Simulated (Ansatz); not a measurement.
```tsv
atom	x (Å)	y (Å)	z (Å)
C	-2.1766	1.5247	-1.1601
Ge	-1.1113	0.7240	0.2411
Sn	-1.0444	-0.3062	-2.1764
H	-2.9532	2.2342	-0.8368
H	-2.2416	1.5728	-2.2824
```

Geometry: B3LYP-D3(BJ)/def2-SVP; core potentials replace the inner electrons of Sn.

Method: isolated molecule in a Gaussian basis; Kohn-Sham density functional theory, functional PBE0 in Ansatz 0.2.0.

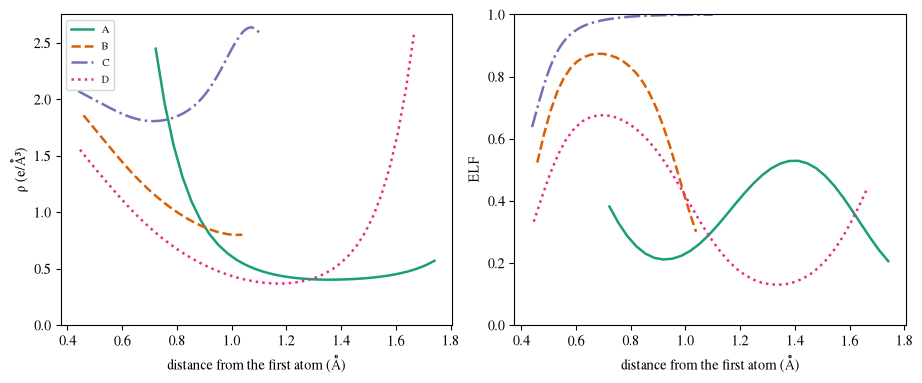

CH₂GeSn (SMILES [CH2]1[Ge]#[Sn]1). Electron density and electron localisation function along straight lines between neighbouring atoms. The curves leave out the atomic cores.

**Which curve belongs to which contact (C–Ge, C–H, C–Sn and Sn–Ge)? The first atom named is at distance zero.**

Curve A: Sn–Ge (2.63 Å): ρ at the midpoint is about 0.4 e/Å³; the ELF reaches about 0.55 near the midpoint. Curve B: C–Ge (1.93 Å): ρ is about 0.81 e/Å³ halfway; the ELF peaks at about 0.85 in the valence shell of C, 0.7 Å from its nucleus, and is about 0.50 at the midpoint. Curve C: C–H (1.10 Å): the density is about 1.9 e/Å³ at the midpoint; the ELF climbs to about 1 towards the hydrogen, as it does in any bond to H: a covalent bond by its length. Curve D: C–Sn (2.38 Å): the density is about 0.37 e/Å³ at the midpoint; the ELF peaks at about 0.70 in the valence shell of C, 0.7 Å from its nucleus, and drops to about 0.15 between the two atoms.
